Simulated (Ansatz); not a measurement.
Input file:

```
crystal:
  periodic: [false, false, false]
  atoms:
    - { symbol: S, position_ang: [-1.46047, 1.59802, -0.80918] }
    - { symbol: Si, position_ang: [0.20933, 0.72651, 0.19158] }
    - { symbol: C, position_ang: [1.89842, 0.77133, -0.54333] }
    - { symbol: O, position_ang: [1.45902, 1.75292, 0.466] }
    - { symbol: H, position_ang: [-1.3897, 0.81634, -1.87724] }
    - { symbol: H, position_ang: [-0.14862, -0.19996, 1.23131] }
    - { symbol: H, position_ang: [2.11201, 1.24422, -1.49159] }
    - { symbol: H, position_ang: [2.69972, 0.15328, -0.16737] }
basis:
  gaussian: { orbitals: "6-31G*" }
hamiltonian:
  xc: pbe0
  dispersion: d4
relax:
  f_tol: 0.015
  max_steps: 40
output:
  orbitals: {}
```

Command:

```sh
ansatz run input.yaml --threads 1 --pin off --max-ram 2048MiB --backend cpu --events-out ev --progress --plain --runs-dir out
```

The fields are those of the relaxed geometry.

Computed with Ansatz 0.2.0, RKS PBE0-D4/6-31G*.

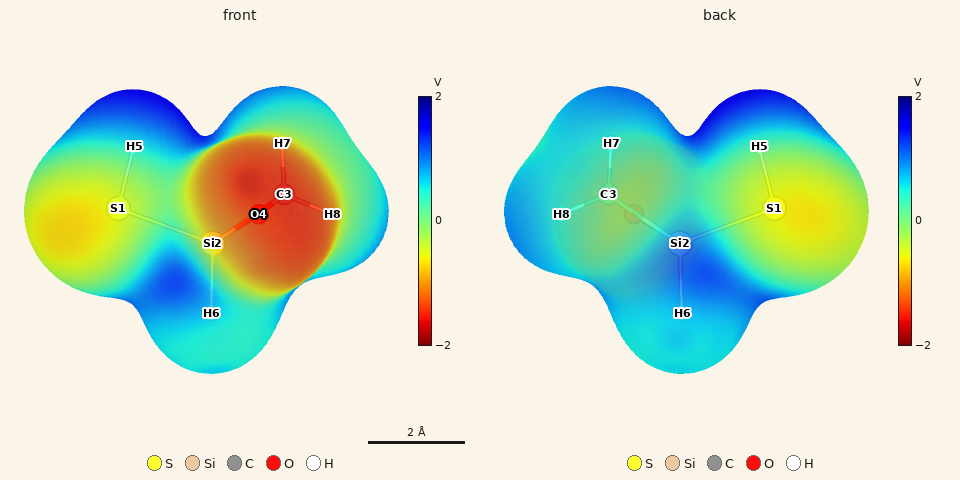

CH4OSSi (SMILES S[SiH]1CO1). The molecular electrostatic potential painted on the density surface at 0.002 e/bohr³, seen from the front and from behind; the colour scale runs from red (negative) to blue (positive).

Question: Which sites attract a positive test charge, and which a negative one?

Answer: A positive charge is drawn to the negative regions and a negative charge to the positive ones. The most negative region (about −1.6 V) lies over O4, the most positive (about +1.6 V) over H5. O4 is the likeliest acceptor of a hydrogen bond.
